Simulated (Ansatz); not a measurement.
# MnTlCuS4, from a guessed structure to a relaxed one, part 2 of 2

Starting from a made-up structure for MnTlCuS4, the aim is the relaxed cell, its shortest contacts and, where a second run follows, its electronic structure.

Ansatz 0.2.0; DFT, PBE, plane-wave PAW, files of the set soft_1, scalar-relativistic, ferromagnetic start, cell and ions relaxed at zero pressure; PAW set soft_1 (the session's first sound run).

So far: The starting structure; Relaxing cell and atoms.

## (2) Relaxing cell and atoms (continued)

Shortest distances by pair of elements, guess and relaxed (not always the same contact):

| pair | guess (Å) | relaxed (Å) |
| --- | --- | --- |
| Mn–S | 2.275 | 2.276 |
| Cu–S | 2.431 | 2.280 |
| S–Tl | 2.670 | 2.751 |
| S–S | 3.236 | 3.200 |
| Cu–Mn | 3.633 | 3.497 |

The relaxation ends with a largest force component of 0.0012 eV/Å and a pressure of 0.00 GPa.

## (3) Bands of the relaxed cell

With the geometry fixed, one more self-consistent run, with a narrower smearing and the mesh shown in its input, gives the bands, and its pressure, and its forces where symmetry allows any, show how far the geometry depends on these settings.

This step: DFT, PBE, plane-wave PAW, files of the set soft_1, scalar-relativistic, ferromagnetic start, bands and density of states at the relaxed cell; PAW set soft_1 (Ansatz 0.2.0).

File input.yaml:

```yaml
crystal:
  lattice:
    - [2.053162029, 1.1853936502, 10.0643454268]
    - [-2.053162029, 1.1853936502, 10.0643454268]
    - [0.0, -2.3707873003, 10.0643454268]
  atoms:
    - { symbol: Tl, position: [0.2037597206, 0.2037597206, 0.2037597206] }
    - { symbol: Cu, position: [0.9921505346, 0.9921505346, 0.9921505346] }
    - { symbol: Mn, position: [0.4106057025, 0.4106057025, 0.4106057025], spin: 3.3 }
    - { symbol: S, position: [0.0710658377, 0.0710658377, 0.0710658377] }
    - { symbol: S, position: [0.3332345833, 0.3332345833, 0.3332345833] }
    - { symbol: S, position: [0.9166215981, 0.9166215981, 0.9166215981] }
    - { symbol: S, position: [0.485995356, 0.485995356, 0.485995356] }
magnetization:
  spin_polarized: true
kpoints:
  mp_grid: { grid: [10, 10, 10] }
  band_path:
    path:
      - [[0.0, 0.0, 0.0], [0.5, 0.0, 0.0], [0.5, 0.17591499, -0.17591499]]
      - [[0.82408501, 0.5, 0.17591499], [0.5, 0.5, 0.5], [0.0, 0.0, 0.0], [0.33795749, 0.0, -0.33795749]]
      - [[0.66204251, 0.33795749, 0.0], [0.5, 0.5, 0.0], [0.66204251, 0.66204251, 0.17591499], [0.5, 0.5, 0.5]]
      - [[0.5, 0.0, 0.0], [0.82408501, 0.33795749, 0.33795749]]
    npoints: 8
scf:
  occupations: { method: fermi_dirac, width: 0.03 }
  n_extra_bands: 13
hamiltonian:
  xc: pbe
  pseudopotentials: { kind: paw, azcp: { folder: soft_1 } }
output:
  forces: true
  stress: true
  write_bands: true
  dos: { projected: true }
  write_density: true
  write_potential: true
  elf: true
  volumetric_format: npy
```

Launch:

```sh
ansatz run input.yaml --threads 4 --pin off --max-ram 10240MiB --backend cpu --events-out ev --progress --plain --runs-dir out
```

Numbers of over 12 decimals in the logs are rounded to 6 here.

Log:

```text
[...]
Crystal: 7 atoms, lattice volume = 146.968 Å³
Basis set: ecut = 420 eV, 2853 PW (Γ), FFT grids on a1−a2, a2, −a2+a3, exchange–correlation on 60×144×60 points (8 copies of the dense FFT grid, shifted against one another)
Bands: 49, of which v1, the nominal top of the filled ones, is band 36 counted from 1 (35 counted from 0)
Symmetry: 6 space group operations
[...]
k-points: 116 of 1000 (time reversal used)
[...]
Starting moments: Σ|m| = 3.3 μB on 1 of 7 sites
[...]
SCF iter   1: F=—  HF=-25592.497576 eV  |F-HF|=—  |Δ(HF+E_count)|=         —  Δρ=3.05e-1 (↑2.73e-1 ↓3.05e-1)  dr2=6.20e2  dr2_m=6.83e-1  M=2.711 μB ∫|m|=2.842 μB  β_m=0.30  ethr=3.10e-3  ⟨swp⟩=8.8  Hψ=54551  notcnv=0  defer=16
[...]
SCF iter  21: F=-25580.128210 eV  HF=-25580.128210 eV  |F-HF|=6.87e-8  |Δ(HF+E_count)|=   1.94e-8  Δρ=2.48e-6 (↑2.48e-6 ↓2.41e-6)  dr2=6.30e-8  dr2_m=4.28e-11  M=3.569 μB ∫|m|=4.101 μB  ethr=1.41e-10  ⟨swp⟩=17.8  Hψ=93445  notcnv=0
SCF 1 converged in 21 iterations: F = -25580.128210 eV  dr2 = 6.30e-8
[...]
NSCF: frozen V_eff on 76 k-points
SCF converged after 21 iterations
Magnetization: 3.5689 μB (37.2844 up, 33.7156 down)
Absolute magnetization: 4.1015 μB (∫|ρ↑−ρ↓|, with the PAW one-centre terms)
[...]
Per-site moments (μB) at R_I (Å): [(-0.0017933, 1.134639), (-0.059174, 0.940685), (3.256388, 0.938950), (-0.00802571, 0.981000), (-0.062663, 0.963628), (-0.00840488, 0.940685), (0.00530089, 0.938950)]
Free energy (F): -25580.128210 eV
[...]
Internal energy: -25580.118092 eV  (E = F + TS)
E sigma→0 (E₀):  -25580.123151 eV
Entropy (-TS):   -0.010118 eV (-1.445 meV/atom)
Fermi energy:    7.445233 eV
[...]
--- Forces (eV/Å), atoms counted from 1 ---
  atom   1  Tl    -0.00000000    -0.00000000    -0.00148455
  atom   2  Cu     0.00000000     0.00000000     0.00488115
  atom   3  Mn     0.00000000    -0.00000000    -0.00457505
  atom   4  S      0.00000000    -0.00000000    -0.00320148
  atom   5  S     -0.00000000    -0.00000000    -0.00323627
  atom   6  S      0.00000000     0.00000000     0.00438917
  atom   7  S      0.00000000     0.00000000     0.00313467
  max |Σ_I F_I| component: 9.23e-5 eV/Å
--- Stress (GPa, compression-positive) ---
        0.006711       0.000000       0.000000
        0.000000       0.006711      -0.000000
        0.000000      -0.000000      -0.044557
  P = ⅓ Tr σ = -0.0104 GPa (-0.104 kbar)
--- Band table (eV; the first three rows and the last of 232) ---
  k-point 0 ↑: bands = [... 32 lower, 6.3519, 6.4675, 6.9172, 7.4605, 7.4605, 8.0773, 8.0773, 8.1260, ... 9 higher]
  k-point 1 ↑: bands = [... 32 lower, 6.3188, 6.6139, 6.9202, 7.3723, 7.4341, 7.5646, 7.9411, 8.6970, ... 9 higher]
  k-point 2 ↑: bands = [... 32 lower, 6.1515, 6.3621, 6.6276, 7.2035, 7.3684, 7.5807, 7.7604, 8.9149, ... 9 higher]
  k-point 115 ↓: bands = [... 32 lower, 7.2247, 7.2247, 8.2363, 8.7752, 8.7752, 9.0780, 10.2623, 10.2623, ... 9 higher]
```

It took 68 s on 4 threads of AMD EPYC 9R14 (Zen 4), shared host; peak memory 1.4 GiB.

The column dr2 measures how far the density is from self-consistency, as an energy; F and HF (Harris–Foulkes) agree once it is small.

This step gave:

| Property | Result |
| --- | --- |
| free energy | -25580.1282 eV |
| energy at zero smearing | -25580.1232 eV |
| smearing term TS | 0.01012 eV |
| Fermi energy | 7.445 eV |
| magnetization | 3.569 μB |
| absolute magnetization | 4.101 μB |
| site moments | -0.001793, -0.05917, 3.256, -0.008026, -0.06266, -0.008405, 0.005301 μB |
| pressure | -0.01038 GPa |

From bands.tsv, the bands that come nearest the Fermi level along the path, at its corners, in eV from the Fermi level:

| point | band_34_up | band_35_up | band_36_up | band_37_up | band_38_up | band_32_dn | band_33_dn | band_34_dn |
| --- | --- | --- | --- | --- | --- | --- | --- | --- |
| Γ | -0.53 | 0.02 | 0.02 | 0.63 | 0.63 | -0.28 | -0.28 | 0.19 |
| L | -1.62 | -0.85 | -0.45 | 0.14 | 0.64 | -1.05 | 0.17 | 0.19 |
| B1 | -1.84 | -1.30 | -1.27 | 0.41 | 1.15 | -1.34 | 0.03 | 0.20 |
| B | -1.84 | -1.30 | -1.27 | 0.41 | 1.15 | -1.34 | 0.03 | 0.20 |
| Z | -0.12 | -0.07 | -0.07 | 0.64 | 0.64 | -0.22 | -0.22 | 0.79 |
| Γ | -0.53 | 0.02 | 0.02 | 0.63 | 0.63 | -0.28 | -0.28 | 0.19 |
| X | -1.84 | -1.31 | -1.26 | 0.43 | 1.15 | -1.34 | 0.04 | 0.19 |
| Q | -1.84 | -1.31 | -1.26 | 0.43 | 1.15 | -1.34 | 0.04 | 0.19 |
| F | -1.19 | -1.12 | -0.42 | -0.21 | 0.62 | -0.70 | -0.44 | 0.48 |
| P1 | -1.33 | -1.03 | -0.42 | -0.15 | 0.70 | -0.77 | -0.33 | 0.47 |
| Z | -0.12 | -0.07 | -0.07 | 0.64 | 0.64 | -0.22 | -0.22 | 0.79 |
| L | -1.62 | -0.85 | -0.45 | 0.14 | 0.64 | -1.05 | 0.17 | 0.19 |
| P | -1.33 | -1.03 | -0.42 | -0.15 | 0.70 | -0.77 | -0.33 | 0.47 |

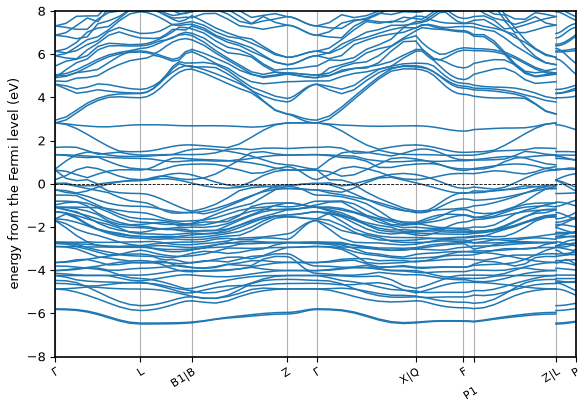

Bands along the path. 34 bands lie wholly below the window drawn.

Site moment by atom:

| atom | site moment (μB) |
| --- | --- |
| Tl1 | 0.00 |
| Cu2 | -0.06 |
| Mn3 | 3.26 |
| S4 | -0.01 |
| S5 | -0.06 |
| S6 | -0.01 |
| S7 | 0.01 |

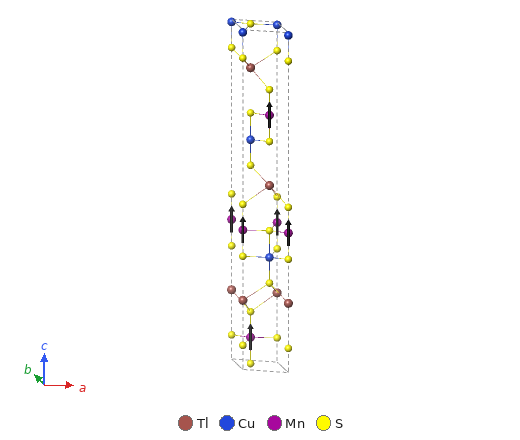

Site moment as arrows, the longest 3.26 μB. Up and down stand for the sign. Arrows give size and sign along the axis of quantisation, drawn up and down the page. Bonds to atoms that aren't drawn are left out. Some periodic images of atoms are drawn too.

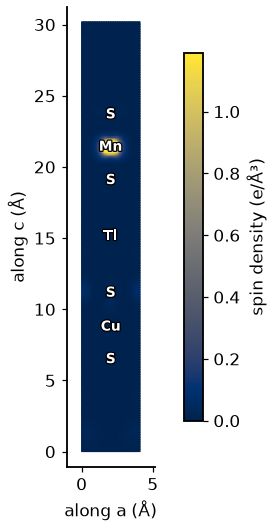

Spin density in the ac plane of the conventional cell at fractional y = 0.000, with atoms of Tl and Cu and Mn and S within 0.2 Å of it. The map starts off the cell's origin, so that atoms lie inside it.

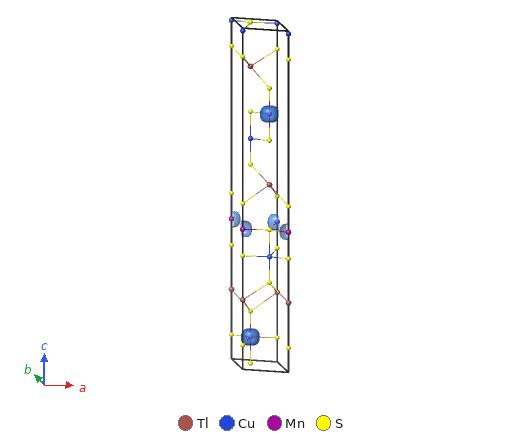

Surface of spin density = 0.3 e/Å³, which holds about 70 % of the integral of its size. Bonds to atoms that aren't drawn are left out.

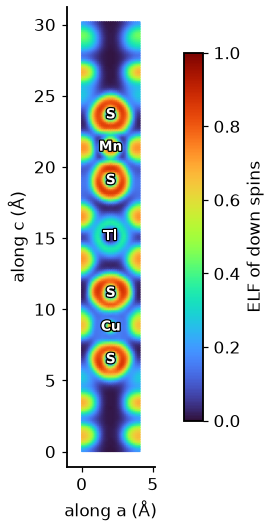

ELF of down spins in the ac plane of the conventional cell at fractional y = 0.000, with atoms of Tl and Cu and Mn and S within 0.2 Å of it. It is the smooth field of the valence electrons, not physical close to the nuclei. The map starts off the cell's origin, so that atoms lie inside it.

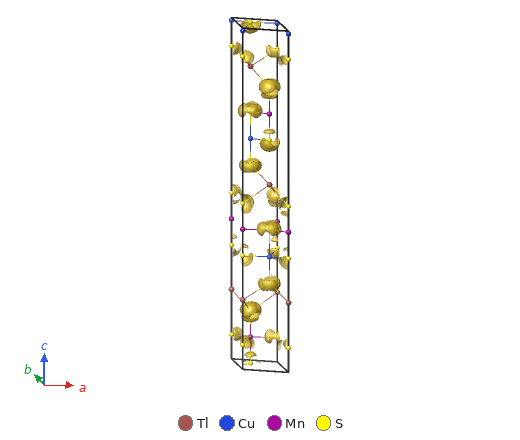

Surface of ELF of down spins = 0.83. Bonds to atoms that aren't drawn are left out.

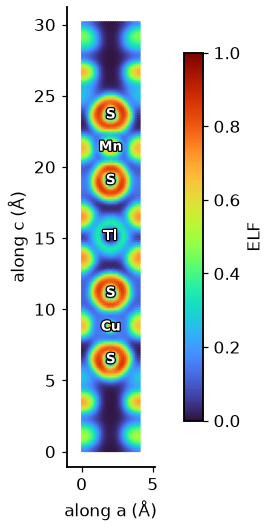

ELF in the ac plane of the conventional cell at fractional y = 0.000, with atoms of Tl and Cu and Mn and S within 0.2 Å of it. It is the smooth field of the valence electrons, not physical close to the nuclei. The map starts off the cell's origin, so that atoms lie inside it.

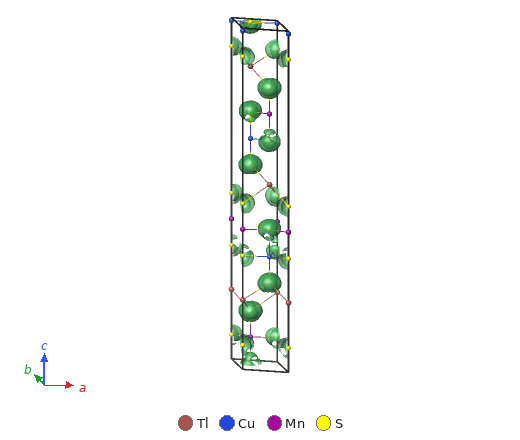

Surface of ELF = 0.8. Bonds to atoms that aren't drawn are left out.

## (4) Summary of results

| Property | Result |
| --- | --- |
| space group, relaxed | R3m |
| conventional cell | a = 4.106, b = 4.106, c = 30.193 Å; α = 90.0°, β = 90.0°, γ = 120.0° |
| volume per atom | 21.00 Å³ (guess 21.36) |
| total moment | 3.59 μB in the cell of 7 atoms |

In words: MnTlCuS4 relaxes to R3m with a = 4.106, b = 4.106 and c = 30.193 Å. The guessed volume was 2 % too large. The space group R3m was held in the relaxation, so the end point is a stationary structure within it and may be a saddle against distortions or other arrangements. The input starts from parallel moments, and no other start was typed. Bands cross the Fermi level, so it is a metal or semimetal at this level. On the 10×10×10 mesh with the narrower smearing (relaxed on 8×8×8) the largest force component is 0.005 eV/Å and the largest stress component is 0.045 GPa, within the relaxation's thresholds of 0.015 eV/Å and 0.05 GPa. The cutoff wasn't tested. Spin-orbit coupling is left out, which can matter for elements this heavy. No dispersion term is used, so weakly bound directions may come out too long. Nothing here tests whether the compound is stable against decomposition.

[Logs are printed without paths, hosts, clocks, repeated set-up lines and the standing remarks that a program may print on its own settings, such as how far it seeks lower states.]

[Hosts, paths, dates, database ids (printed as entryN), source tags and the programs' standing remarks are cut or masked in the printed files.]
